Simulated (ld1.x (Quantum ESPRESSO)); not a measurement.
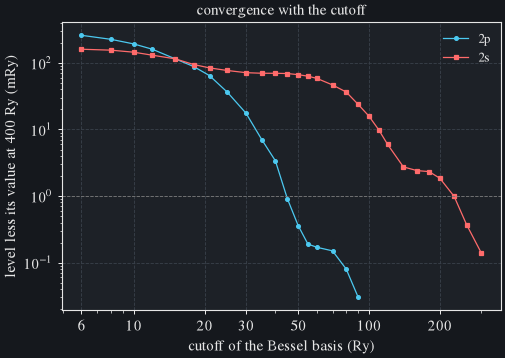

The pseudo-atom Hamiltonian at the reference potential is diagonalised in spherical Bessel functions (20 bohr box) up to the cutoff. Curves: distance of each valence level from its value at 400 Ry.

```yaml
element: carbon (C)
generator: ld1.x (Quantum ESPRESSO) 7.5
type: norm-conserving Troullier–Martins (Kleinman–Bylander form)
functional: LDA (PZ)
relativity: non-relativistic
frozen_core: [He]
valence_charge: 4
reference_configuration: 2s2 2p2
partial_waves: 2p (bound): rc 1.55 bohr; 2s (bound): rc 0.75 bohr
local_potential: the s channel
core_correction: none
```

At which cutoff does each level come within 1 mRy for good?

Answer. 2p: 45 Ry; 2s: 230 Ry.

What cutoffs are needed for 10 mRy and 1 mRy in the sum of levels?

Answer. 140 Ry and 260 Ry, on the ladder of cutoffs that was run.

Which occupied shell is the hardest?

Answer. 2s: its level needs 230 Ry to come within 1 mRy, against 45 Ry for 2p.
